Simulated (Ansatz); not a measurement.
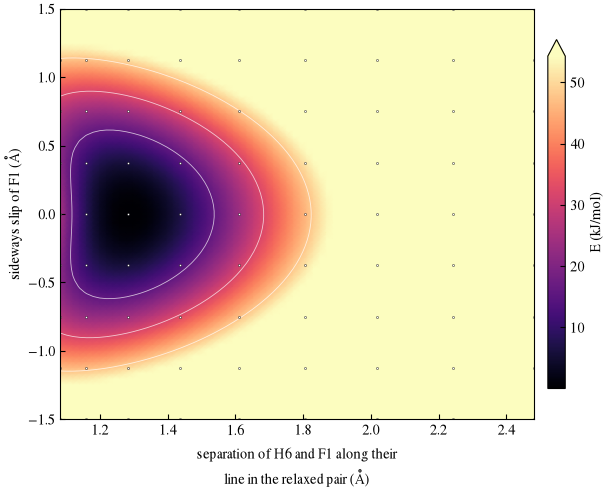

The pair F···CH₃NO, charge −1. 
- First axis: separation of H6 and F1 along their line in the relaxed pair. Second axis: sideways slip of F1.
- Nothing is relaxed (both partners rigid).
- The grid has 9 × 9 points.
- Points are written as (first, second).
- Energies are in kJ/mol, from the lowest grid point.
- Level of theory: RKS BHLYP-D4/def2-SVPD (Ansatz 0.2.0).

In the figure: a smooth colour map with a few white contour lines, dots at the grid points, one colour for all values above the top of the scale. Between grid points the surface is interpolated.

### Estimate the position of the minimum and the force constants in these coordinates.

The interpolated minimum is at the first coordinate ≈ 1.286 Å, sideways slip of F1 ≈ 0.000 Å. The curvatures there are about 8 eV/Å² and 0.88 eV/Å², with a cross term of about 0 eV/Å². Round the minimum the two coordinates are nearly uncoupled. (1 eV is 96.5 kJ/mol.)
